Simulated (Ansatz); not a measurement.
# C₂H₂···H₂Se (SMILES C#C.[SeH2]): what the fields show

Input

```
crystal:
  periodic: [false, false, false]
  atoms:
    - {symbol: C, position_ang: [-0.412477, -0.755458, -1.522439]}
    - {symbol: C, position_ang: [0.304097, 0.185395, -1.710762]}
    - {symbol: H, position_ang: [-1.046240, -1.594301, -1.352196]}
    - {symbol: H, position_ang: [0.944759, 1.020169, -1.875083]}
    - {symbol: Se, position_ang: [0.524308, -0.024578, 1.844604]}
    - {symbol: H, position_ang: [-0.628825, 0.753344, 1.384600]}
    - {symbol: H, position_ang: [0.314278, 0.415328, 3.231077]}
basis:
  gaussian: {orbitals: "def2-TZVPPD.json"}
hamiltonian: {xc: pbe0, dispersion: d4}
output: {orbitals: {seedname: orbitals}}
```

Launched as:

```sh
ansatz run in.yaml --threads 4 --pin off --events-out ev --progress --plain --max-ram 9574MiB
```

Geometry: PBE0-D4/def2-TZVP.

Theory: RKS PBE0-D4/def2-TZVPPD (Ansatz).

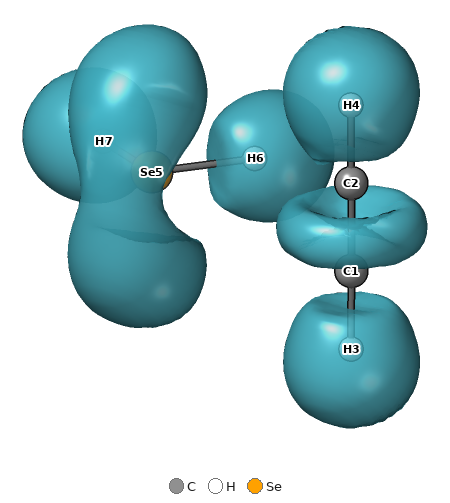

Figure 1. Isosurface of the electron localisation function at 0.8 (cyan), seen at an oblique angle. Core shells and regions of very low density are left out.

What do the ELF domains correspond to?

Answer. The surface consists of one region between bonded C–C atoms (shared pairs), four regions around hydrogen nuclei and one region wrapped around Se (its valence shell). Along the contacts the grid gives the following. C2···Se5 (3.57 Å): the ELF dips to about 0 between them: a non-bonded, intermolecular contact. C–C (1.20 Å): the ELF peaks at about 0.85 between the atoms; a multiple bond.

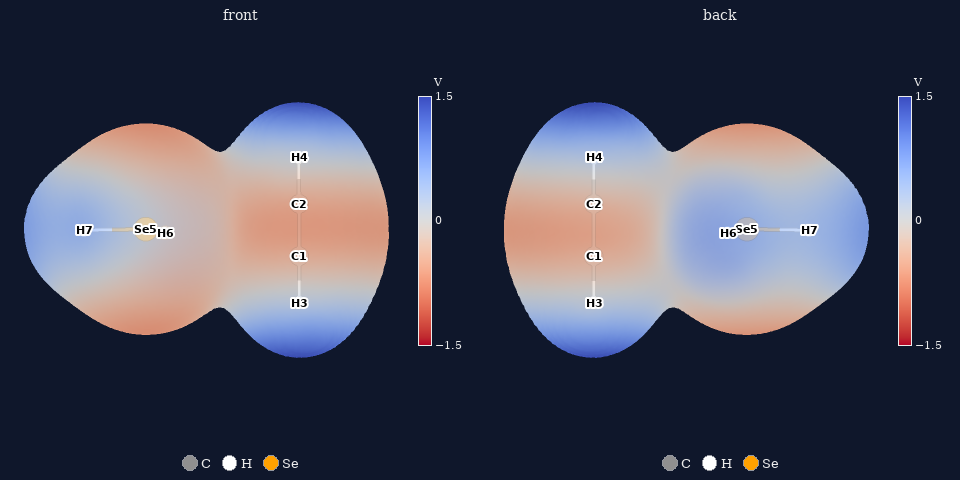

Figure 2. The electrostatic potential painted on the density surface at 0.001 e/bohr³, seen from the front and from behind; red is negative and blue positive.

Where is the surface potential most negative and most positive?

Answer. The most negative region (about −0.7 V, or −16 kcal/mol for a unit charge) lies over Se5, the most positive (about +1.4 V, or +32 kcal/mol for a unit charge) over H3 and H4.

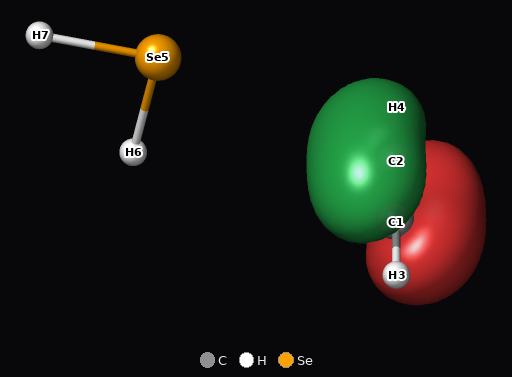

Figure 3. The HOMO−1 at ±0.2 Å⁻³ᐟ² (green and red are the two phases), seen at an oblique angle.

What is the character of this orbital?

Answer. It lies mainly on C1 (about 45 %) and C2 (about 45 %); π-bonding across C1–C2. Its energy is −8.51 eV.

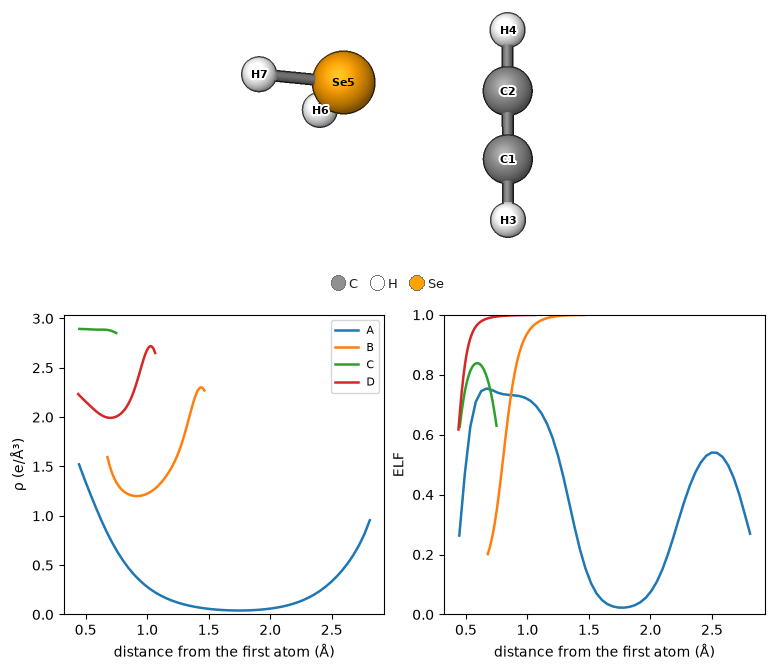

Figure 4. Total electron density and electron localisation function along straight lines between neighbouring atoms. The curves leave out the atomic cores. The structure is drawn too.

Which curve belongs to which contact (C–C, C–H, C–Se and Se–H)? The first atom named is at distance zero.

Answer. Curve A: C2···Se5 (3.57 Å): the density falls to about 0.04 e/Å³ on the way; the ELF dips to about 0 between them; a weak contact between the two molecules. Curve B: Se–H (1.47 Å): ρ is about 1.4 e/Å³ halfway; the ELF climbs to about 1 towards the hydrogen, as it does in any bond to H. Curve C: C–C (1.20 Å): ρ is about 2.9 e/Å³ halfway; the ELF peaks at about 0.85 between the atoms; a multiple bond. Curve D: C–H (1.07 Å): ρ at the midpoint is about 2.1 e/Å³; the ELF climbs to about 1 towards the hydrogen (a covalent bond by its length).
